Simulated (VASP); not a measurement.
Given:

```
CELL_PARAMETERS angstrom
      0.00000     2.29582     2.29582
      2.29582     0.00000     2.29582
      9.15810     9.15810     0.02518
ATOMIC_POSITIONS crystal
  Zr 0.01050 0.01050 0.99212
  Zr 0.00000 0.00000 0.25000
  Zr 0.98950 0.98950 0.50788
  C  0.50511 0.50511 0.12117
  C  0.49489 0.49489 0.37883
  C  0.48467 0.48467 0.63650
  C  0.51533 0.51533 0.86350
  Ti 0.00000 0.00000 0.75000
```

These are PBEsol GGA, VASP's PBE PAW potentials (set 64) (plane waves; VASP) values and carry that method's errors. Run with 520 eV cut-off, 13×13×4 Γ-centred mesh, tetrahedra with Blöchl corrections, potentials Zr_sv C Ti_sv.

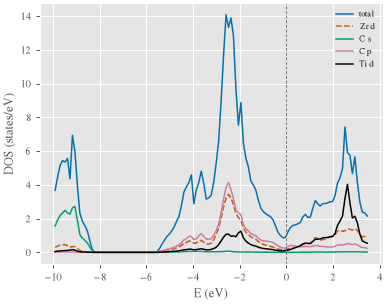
Figure: Total and projected density of states, zero at the Fermi level

Within 2 eV below the Fermi level the largest weight inside VASP's projection spheres is C p, then Zr d.

It has no gap at this level: it comes out as a metal or semimetal.

The structure was generated: TiZr3C4 was put into an ordered model structure (R-3m), which need not be its known phase. It was relaxed first.
